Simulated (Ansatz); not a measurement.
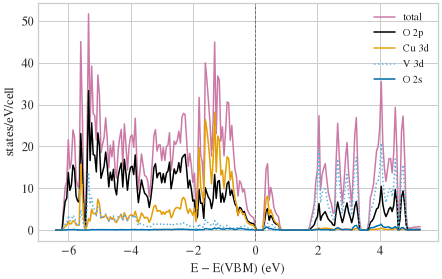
Figure: Total and projected density of states of V2Cu2O7 in space group Fdd2 (No. 43; Pearson symbol oF88), the program Ansatz at the PBEsol level (PAW)

### Question
Which orbitals carry the states next to the gap?

### Answer
Top 1 eV of the valence band: Cu 3d 51 %, O 2p 41 %. Bottom 1 eV of the conduction band: Cu 3d 49 %, O 2p 33 %, V 3d 12 %. Projections are on Löwdin-orthogonalised atomic valence shells; empty p or d shells of many metals are not among them.

### Question
Where is the tallest occupied peak in this window, and what makes it?

### Answer
Near -5.4 eV, about 52 states/eV per cell; the largest projected share is O 2p.

The first step of the workflow began from a Materials Project structure, measured or hypothetical; the Crystallography Open Database files this formula in space group No. 43, but the cells were not matched. Whether it is the stable phase at ambient conditions was not checked. Symmetry was held in the PBEsol relaxation, as lowered by the spin order; whether a distortion lowers the energy is not shown. The final state is antiferromagnetic, chosen from 2 collinear starts compared on coarse meshes (ties went to the first, and starts can fall back to one state), not a proven ground state. No Hubbard U is applied.

Potentials: the later of the program's two PAW sets.
